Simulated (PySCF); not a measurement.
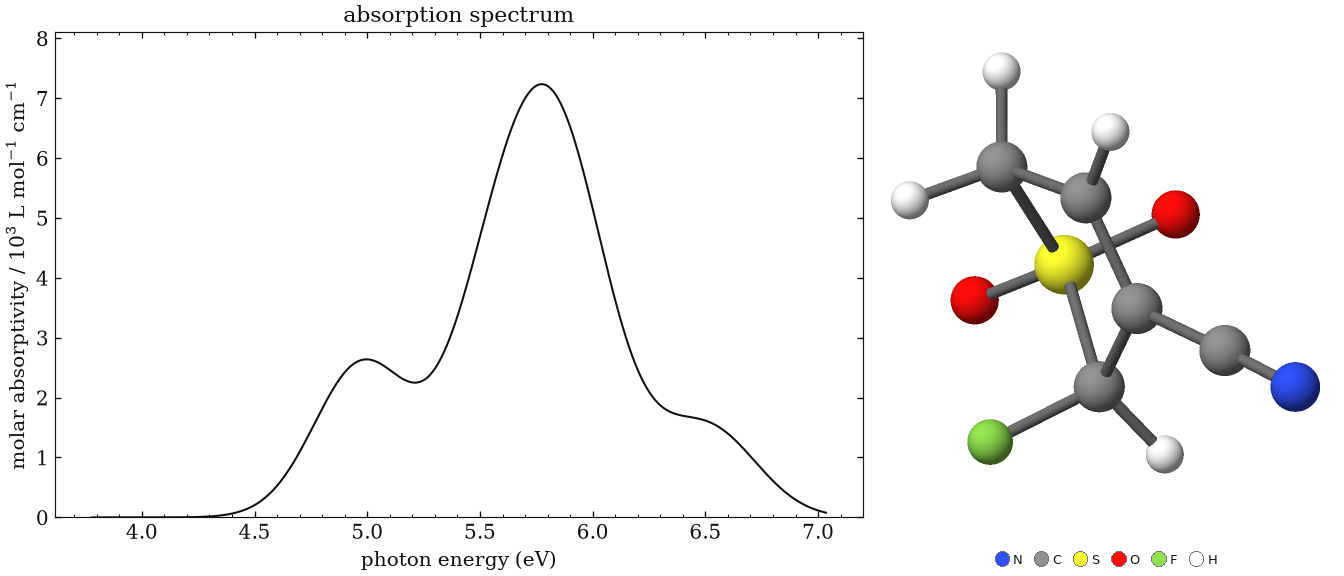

Computed absorption of C₅H₄FNO₂S, SMILES N#CC1=CCS(=O)(=O)[C@@H]1F. Vertical TDDFT excitations, PBE0/def2-SVPD with PySCF, at a GFN2-xTB geometry (no frequency check), gas phase. The lowest 6 singlet states are shown; each is broadened by a Gaussian of 1/e half-width 0.30 eV.

### Where is the maximum of the broadened curve, and how high is it?

At about 5.8 eV (215 nm), with ε near 7200 L mol⁻¹ cm⁻¹.

### Where is the lowest singlet, and is it bright?

S1 lies at 4.98 eV (249 nm) with f = 0.047, mainly HOMO → LUMO (58 %); it is weak.

Known limits of this run: the tight-binding geometry is rougher than a DFT one and adds to the error; core orbitals are frozen in the response.
